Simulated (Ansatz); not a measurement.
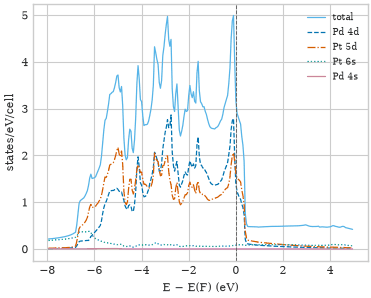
Fig. 1. Total and projected density of states of PdPt in space group R-3m (No. 166; Pd on 3a, Pt on 3b), r²SCAN in the plane-wave PAW code Ansatz

Question: Which orbitals carry the states next to the Fermi level?

Answer: Within 0.5 eV of the Fermi level: Pd 4d 50 %, Pt 5d 45 %. Projections are on Löwdin-orthogonalised atomic valence shells; empty p or d shells of many metals are not among them.

The workflow started from a Materials Project entry (that database holds measured and hypothetical structures alike); the Crystallography Open Database copy checked does not list it. With Pd and Pt taken as one species the cell has the higher symmetry Fm-3m, so it may be an ordered model of a mixed-site phase. Whether it is the stable phase at ambient conditions was not checked. Symmetry was held in the r²SCAN relaxation; whether a distortion lowers the energy is not shown. The run is not spin-polarised. Spin–orbit coupling is left out wherever it is not named.

Potentials: the later of the program's two PAW sets.
